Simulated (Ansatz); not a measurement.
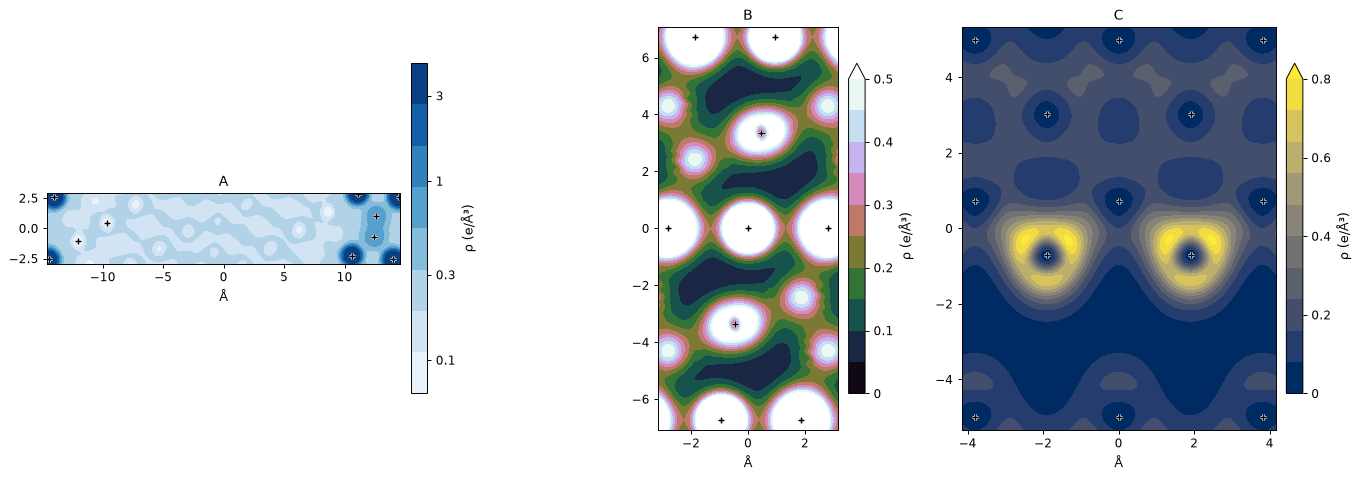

The valence charge density (pseudo) of 3 systems, each on a plane through atoms (crosses mark nuclei in the plane).

Method: DFT PBE, scalar-relativistic, plane waves, PAW (Ansatz 0.2.0).

System 1: TaAl5B, the (111) plane of the conventional cell. Space group P-3m1; a generated structure, not necessarily the stable one.

System 2: Al5P2, the (100) plane of the conventional cell. Space group P-4m2; a generated structure, not necessarily the stable one; computed without spin polarisation.

```xyz
7
Lattice="3.8096 0.0000 0.0000 0.0000 3.8096 0.0000 0.0000 0.0000 9.9680" Properties=species:S:1:pos:R:3 pbc="T T T"
Al    0.0000    0.0000    0.0000
Al    1.9048    1.9048    7.1156
Al    1.9048    1.9048    2.8523
Al    1.9048    0.0000    5.1486
Al    0.0000    1.9048    4.8194
P     1.9048    0.0000    1.4163
P     0.0000    1.9048    8.5516
```

System 3: Ga3B2As, the (111) plane of the conventional cell. Space group Cmmm; a generated structure, not necessarily the stable one.

```
Ga B As
1.0
     3.25326    0.00000    0.00000
     0.00000   13.18808    0.00000
     0.00000    0.00000    4.57909
Ga B As
6 4 2
Direct
  0.00000 0.83429 0.00000
  0.50000 0.33429 0.00000
  0.00000 0.16571 0.00000
  0.50000 0.66571 0.00000
  0.00000 0.00000 0.50000
  0.50000 0.50000 0.50000
  0.25000 0.25000 0.50000
  0.75000 0.75000 0.50000
  0.25000 0.75000 0.50000
  0.75000 0.25000 0.50000
  0.00000 0.50000 0.00000
  0.50000 0.00000 0.00000
```

Match each panel to its system.

Panel A is system 1, TaAl5B: the plane holds Ta, Al and B. B–B (1.72 Å): the density is about 0.85 e/Å³ at the midpoint. Panel B is system 3, Ga3B2As: the plane holds Ga, B and As. Panel C is system 2, Al5P2: the plane holds Al and P. Al–P (2.39 Å): ρ at the midpoint is about 0.5 e/Å³.
